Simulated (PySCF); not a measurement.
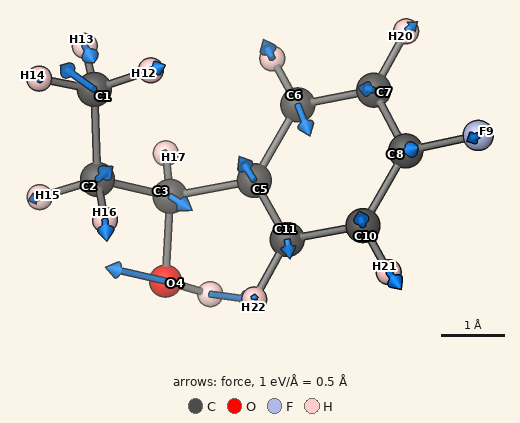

Starting geometry of C$_{9}$H$_{11}$FO with the computed forces as blue arrows. Style: ball-and-stick. Shown at a tilt.

The start comes from GFN2-xTB. Its atoms were then displaced at random by about 0.01 Å.

Computed with PBE0-D3(BJ)/def2-SVP geometry optimisation, gas phase in PySCF. 

Q: Is this structure relaxed? If not, where do the atoms go?

A: It isn't relaxed: the largest force vector, on the O atom, is 2.33 eV/Å. The final displacements follow the starting forces only in part (cosine between the two patterns 0.31). The atom that moves furthest after the best rigid fit is an H atom (0.086 Å). Largest moves by element: H 0.086 Å, C 0.082 Å, O 0.061 Å, F 0.034 Å. Some distances before and after: C–H 1.142 → 1.102 Å, H–O 0.931 → 0.964 Å, C–H 1.067 → 1.092 Å, C–H 1.079 → 1.103 Å. Bond angles that change, for instance: C–O–H 110.5° → 107.9°, H–C–H 104.8° → 107.3°, C–C–H 119.4° → 121.8°. The energy falls by 16.3 kJ/mol in 13 geometry steps. Cost: 8.5 min on 1 thread of Intel(R) Xeon(R) Platinum 8259CL CPU @ 2.50GHz, with other jobs on the host.
